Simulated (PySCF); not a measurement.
Reaction (SMILES): O (H2O) + H+ → [OH3+]
B3LYP-D3(BJ)/def2-TZVP geometries, fixed; electronic energies without zero-point terms; positive where energy is released.

Basis-set convergence of the proton affinity at PBE with PySCF. All functions are spherical. Density fitting with generated auxiliary sets. No added dispersion term, no relativity. Functions are those of the species that has most. Reference: the value in aug-pcseg-3, 170.78 kcal/mol, itself unsure by roughly 0.19 kcal/mol (its mean distance from aug-cc-pVQZ, cc-pV5Z, def2-QZVPPD). Deviations are taken from unrounded values.

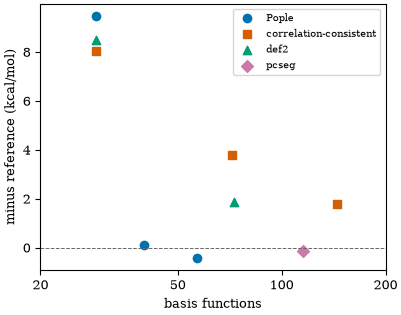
*Deviation from the reference against the number of basis functions, by family of sets.*

```
basis            functions  proton affinity (kcal/mol)  minus reference (kcal/mol)
---------------  ---------  --------------------------  --------------------------
6-31G**                 29                      180.27                        9.48
cc-pVDZ                 29                      178.82                        8.03
def2-SVP                29                      179.26                        8.47
6-311+G**               40                      170.91                        0.12
6-311++G(2d,2p)         57                      170.37                       -0.42
cc-pVTZ                 72                      174.58                        3.80
def2-TZVPP              73                      172.64                        1.85
aug-pcseg-2            115                      170.66                       -0.13
cc-pVQZ                145                      172.57                        1.79
```
